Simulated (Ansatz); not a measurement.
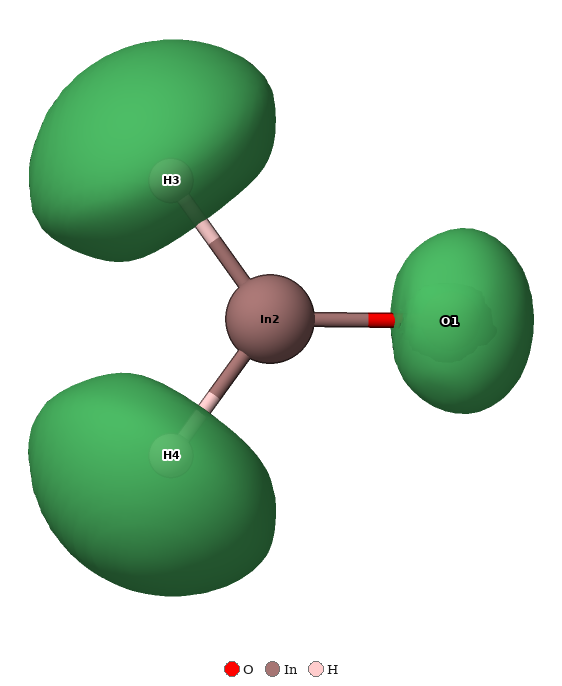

The picture shows: H$_{2}$InO (charge −1). Isosurface of the ELF at 0.75 (green), seen at a tilt. Only the valence region is drawn (cores and ρ < 0.01 e/Å³ removed).

Geometry: PBE0-D4/def2-TZVPD; core potentials replace the inner electrons of In.

All numbers below come from RKS PBE0-D4/def2-TZVPPD in Ansatz 0.2.0.

```xyz
4

O    -1.8985   -0.4236   -0.1348
In   -0.0460   -0.0103   -0.0033
H     1.2051   -1.0431    0.7485
H     0.7393    1.4769   -0.6104
```

Q: Where are the electrons localised?

A: The ELF exceeds this value in two regions around hydrogen nuclei and one region wrapped around O (its valence shell). Profiles from the grid: In–O (1.90 Å): the ELF peaks at about 0.80 in the valence shell of O, 0.6 Å from its nucleus, and drops to about 0.20 between the two atoms. In–H (1.79 Å): the ELF climbs to about 1 towards the hydrogen.
